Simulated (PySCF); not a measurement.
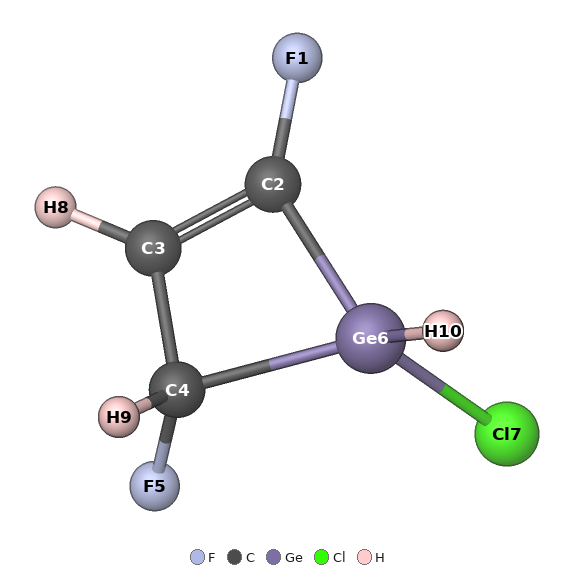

Computed geometry: PBE0-D3(BJ)/def2-SVP optimisation. No frequency run is at hand to confirm it as a minimum. Method: delta-SCF UKS SCAN, pcX-2 on the ionised atom, pcseg-1 elsewhere, non-relativistic (PySCF 2.14.0).

Give the core-electron binding energies (to vacuum; p and d levels without spin–orbit splitting) of F1 1s, C2 1s, C3 1s, C4 1s, F5 1s, Cl7 1s, Cl7 2p.

| atom | level | binding energy (eV) |
| --- | --- | --- |
| F1 | 1s | 693.0 |
| C2 | 1s | 292.9 |
| C3 | 1s | 291.0 |
| C4 | 1s | 292.9 |
| F5 | 1s | 691.8 |
| Cl7 | 1s | 2818.3 |
| Cl7 | 2p | 206.3 |
